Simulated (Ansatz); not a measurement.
Take CuI in the zinc blende structure (space group F-43m, No. 216; a = 6.0793 Å) as the base.

Structures relaxed with PBE (Ansatz, a program for electronic structure; PAW; 420 eV plane waves; no SOC).

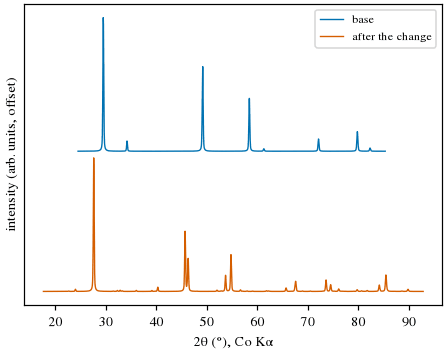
Simulated powder patterns before (top) and after one change

Question: Which of these changes matches the shifts?
A. x(Ag) = 0.75, 8 atoms, P-4m2
B. x(Ag) = 0.25, 8 atoms, P-4m2
C. x(Ag) = 0.25, 8 atoms, Amm2
D. x(Ag) = 0.5, 4 atoms, P-4m2

Answer: A, x(Ag) = 0.75, 8 atoms, P-4m2. Its volume per atom is 34.13 Å³ against 28.09 Å³, and its space group is P-4m2 (No. 115).

Each cell is one ordered arrangement of few atoms, which overstates ordering effects compared with a random alloy. No phonon test of stability was made. All final runs are without spin polarisation.
